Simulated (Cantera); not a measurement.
Input: 1 mol Na₂CO₃, 0.54 mol H₂S, a varied amount of H₂O, equilibrated at 527 °C and 1 atm.

Equilibrium computed with Cantera from the NASA thermochemical tables; the gas is ideal and each condensed phase is pure. Candidate condensed phases: C, C₆H₆, C₇H₈, C₈H₁₈, H₂O, H₂SO₄, Na, NaOH, NaO₂, Na₂CO₃, Na₂O, Na₂O₂, Na₂S, Na₂SO₄, S; 131 gas species. Gases not in the tables: S₃ to S₇. The numbers say what is thermodynamically allowed, not how fast it happens.

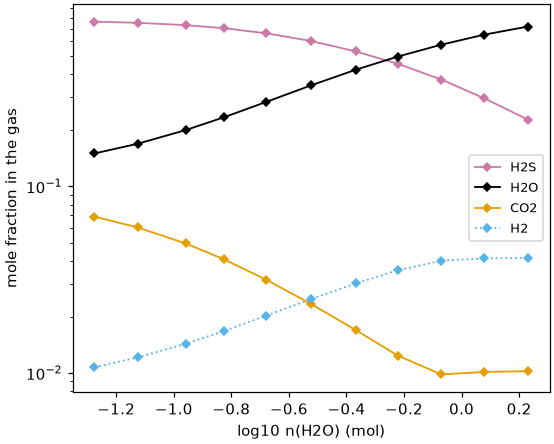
Fig. 1. Equilibrium gas composition (values under 1e-9 drawn at 1e-9)

From 0.053 mol H₂O to 0.6 mol H₂O the condensed part is Na₂CO₃(s) + Na₂S(s) + Na₂SO₄(s). From 0.85 mol H₂O to 1.7 mol H₂O the condensed part is Na₂CO₃(s) + Na₂SO₄(s).
